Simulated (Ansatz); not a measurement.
Geometry relaxation, with input and output: HF

HF, computed with RKS PBE0-D4/def2-TZVP (Ansatz 0.2.0).

Figures and captions count atoms from 1; the log counts them from 0 in places.

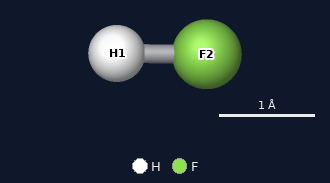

*The structure as given in the input (ball-and-stick view, seen on its broad side; atoms are numbered from 1 in the order of the input).*

Results in brief:

```csv
quantity,value
outcome,converged
total energy,−2731.8032 eV
mean-field energy,−2731.8017 eV
dispersion energy,−0.0015 eV
SCF solution under orbital rotations,stable
largest force (length of the vector) at the end,under 0.001 eV/Å
dipole moment,1.93 D
hardware,"4 threads of Intel Xeon, 180 GiB of memory available, shared host"
wall time,0.86 s (CPU time 1.6 s)
peak memory,0.4 GiB
```

The input:
```yaml
crystal:
  periodic: [false, false, false]
  atoms:
    - {symbol: H, position_ang: [-0.540473, 1.746635, -0.225271]}
    - {symbol: F, position_ang: [-1.273918, 2.249271, 0.116567]}
basis:
  gaussian: {orbitals: def2-TZVP}
hamiltonian: {xc: pbe0, dispersion: d4}
relax: {f_tol: 0.005, max_steps: 200}
```

Command:
```bash
ansatz run in.yaml --threads 4 --pin off --events-out ev --progress --plain --max-ram 9574MiB
```

Output:
```
Functional definition: PBE0
  name "PBE0"
  cite "Adamo & Barone, J. Chem. Phys. 110, 6158 (1999) doi:10.1063/1.478522"
  cite "Perdew, Burke & Ernzerhof, Phys. Rev. Lett. 77, 3865 (1996) doi:10.1103/PhysRevLett.77.3865"
  parent pbe
  parameter a = 0.25
  parameter kappa = 0.804
  parameter beta = 0.06672455060314922
  exchange = (1 - a)*pbe_x(kappa = kappa, mu = beta*pi^2/3) + a*exact_x
  correlation = pbe_c(beta = beta)
200 factors; their error is unknown
mean field evaluation 1: about -2730.3852 eV, gradient 3.1e1 eV
mean field evaluation 2: about -2728.9944 eV, gradient 4.6e1 eV
mean field evaluation 4: about -2731.7593 eV, gradient 1.4e-1 eV
mean field evaluation 8: about -2731.7719 eV, gradient 1.1e-2 eV
mean field -2731.77194422 eV, -100.3907672886 hartree, gradient 6.8e-6 eV, S^2 0.000000; 0 other end points of the search recorded, 0 dependent functions left out
the calculation of the forces begins
reference -2731.77195311 eV, -100.3907676153 hartree; 5, 5 occupied and 32, 32 virtual orbitals, 200 factors
relax step   1: F+E_penalty+E_count = -2731.77346816 eV  Δ(F+E_penalty+E_count) = +0.000e0 eV  max|allowed force component| = 1.354e0 eV/Å  Δτ_max = 0.0000 Å  (21 SCF iters, accepted)
these checks for a lower state are left out or cut short: starts, cluster_reference, orbital_swaps, neighbouring_geometries, increment
200 factors; their error is unknown
mean field evaluation 16: about -2731.7875 eV, gradient 6.9e-3 eV
mean field -2731.80014237 eV, -100.3918035514 hartree, gradient 2.5e-5 eV, S^2 0.000000; 0 other end points of the search recorded, 0 dependent functions left out
the calculation of the forces begins
reference -2731.80015091 eV, -100.3918038654 hartree; 5, 5 occupied and 32, 32 virtual orbitals, 200 factors
relax step   2: F+E_penalty+E_count = -2731.80165803 eV  Δ(F+E_penalty+E_count) = -2.819e-2 eV  max|allowed force component| = 3.288e-1 eV/Å  Δτ_max = 0.0127 Å  (24 SCF iters, accepted)
these checks for a lower state are left out or cut short: starts, cluster_reference, orbital_swaps, neighbouring_geometries, increment
200 factors; their error is unknown
mean field -2731.80168795 eV, -100.3918603503 hartree, gradient 2.5e-5 eV, S^2 0.000000; 0 other end points of the search recorded, 0 dependent functions left out
the calculation of the forces begins
reference -2731.80169637 eV, -100.3918606601 hartree; 5, 5 occupied and 32, 32 virtual orbitals, 200 factors
relax step   3: F+E_penalty+E_count = -2731.80320103 eV  Δ(F+E_penalty+E_count) = -1.543e-3 eV  max|allowed force component| = 2.971e-2 eV/Å  Δτ_max = 0.0039 Å  (25 SCF iters, accepted)
these checks for a lower state are left out or cut short: starts, cluster_reference, orbital_swaps, neighbouring_geometries, increment
200 factors; their error is unknown
mean field evaluation 32: about -2731.7890 eV, gradient 2.7e-5 eV
mean field -2731.80169147 eV, -100.3918604800 hartree, gradient 2.5e-5 eV, S^2 0.000000; 0 other end points of the search recorded, 0 dependent functions left out
the calculation of the forces begins
reference -2731.80169992 eV, -100.3918607903 hartree; 5, 5 occupied and 32, 32 virtual orbitals, 200 factors
relax step   4: F+E_penalty+E_count = -2731.80320494 eV  Δ(F+E_penalty+E_count) = -3.907e-6 eV  max|allowed force component| = 2.444e-2 eV/Å  Δτ_max = 0.0006 Å  (25 SCF iters, accepted)
these checks for a lower state are left out or cut short: starts, cluster_reference, orbital_swaps, neighbouring_geometries, increment
200 factors; their error is unknown
mean field -2731.80169997 eV, -100.3918607921 hartree, gradient 2.5e-5 eV, S^2 0.000000; 0 other end points of the search recorded, 0 dependent functions left out
the calculation of the forces begins
reference -2731.80170840 eV, -100.3918611022 hartree; 5, 5 occupied and 32, 32 virtual orbitals, 200 factors
relax step   5: F+E_penalty+E_count = -2731.80321326 eV  Δ(F+E_penalty+E_count) = -8.322e-6 eV  max|allowed force component| = 2.058e-5 eV/Å  Δτ_max = 0.0003 Å  (23 SCF iters, accepted)
200 factors; their error is unknown
mean field evaluation 64: about -2731.8017 eV, gradient 1.7e-4 eV
```

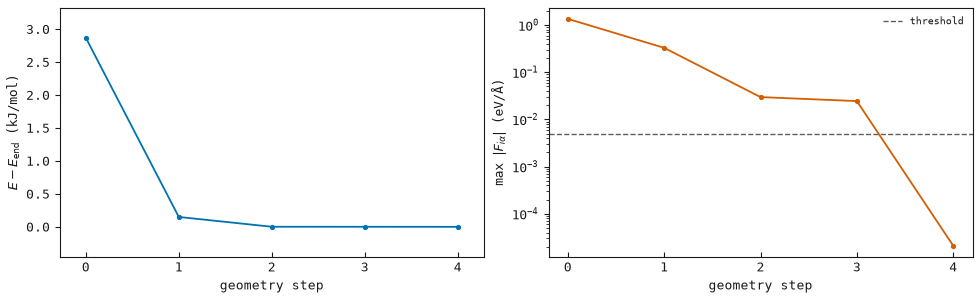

*Progress of the relaxation, step by step (the first geometry is step 0 here and step 1 in the log).*

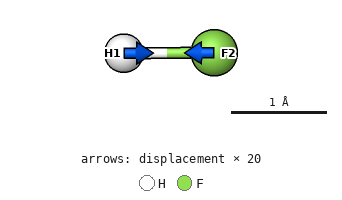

*The starting structure with the displacements as blue arrows, magnified 20 times (ball-and-stick view, seen at a tilt). The two geometries are laid on each other by the best rigid fit.*

The largest moves after the best rigid fit, 0.016 Å, are those of H1 and F2. Largest moves by element: F 0.016 Å, H 0.016 Å. Among the contacts that change: H1–F2 0.953 → 0.920 Å. The energy falls by 2.87 kJ/mol in 4 geometry steps. The largest force component goes from 1.4 to under 0.0001 eV/Å. (Atoms are counted from 1 in the order of the input.)

```
mean field -2731.80169997 eV, -100.3918607921 hartree, gradient 2.5e-5 eV, S^2 0.000000; 1 other end points of the search recorded, 0 dependent functions left out
the calculation of the forces begins
reference -2731.80170840 eV, -100.3918611022 hartree; 5, 5 occupied and 32, 32 virtual orbitals, 200 factors
Total energy: -2731.80322170 eV, -100.3919167147 hartree
Atom 0 at    -0.553001     1.755220    -0.219432 Å, force    -0.000021     0.000014     0.000010 eV/Å
Atom 1 at    -1.261390     2.240686     0.110728 Å, force     0.000021    -0.000014    -0.000010 eV/Å
Dipole moment:     0.308612    -0.211495    -0.143836 e Å
```

Trajectory as extended XYZ (Å, eV, eV/Å), 5 frames, from step=1 to step=5:
```
2
Properties=species:S:1:pos:R:3:forces:R:3 step=1 energy=-2731.77347
H    -0.5405    1.7466   -0.2253   -1.3537   0.9277   0.6309
F    -1.2739    2.2493    0.1166    1.3537  -0.9277  -0.6309
2
Properties=species:S:1:pos:R:3:forces:R:3 step=2 energy=-2731.80166
H    -0.5502    1.7533   -0.2207   -0.3288   0.2253   0.1532
F    -1.2642    2.2426    0.1120    0.3288  -0.2253  -0.1532
2
Properties=species:S:1:pos:R:3:forces:R:3 step=3 energy=-2731.80320
H    -0.5532    1.7554   -0.2193    0.0297  -0.0204  -0.0138
F    -1.2611    2.2405    0.1106   -0.0297   0.0204   0.0138
2
Properties=species:S:1:pos:R:3:forces:R:3 step=4 energy=-2731.80321
H    -0.5528    1.7551   -0.2195   -0.0244   0.0168   0.0114
F    -1.2616    2.2408    0.1108    0.0244  -0.0168  -0.0114
2
Properties=species:S:1:pos:R:3:forces:R:3 step=5 energy=-2731.80321
H    -0.5530    1.7552   -0.2194    0.0000   0.0000   0.0000
F    -1.2614    2.2407    0.1107    0.0000   0.0000   0.0000
```

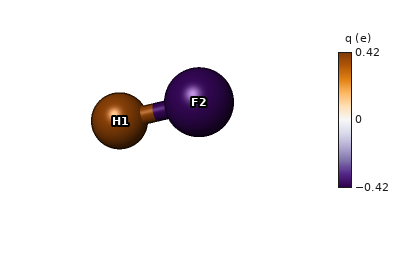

*Mulliken charges, as the colour of each atom (ball-and-stick view, seen at a tilt; atoms are numbered from 1 in the order of the input).*

By element: H +0.40 and F −0.40 e.
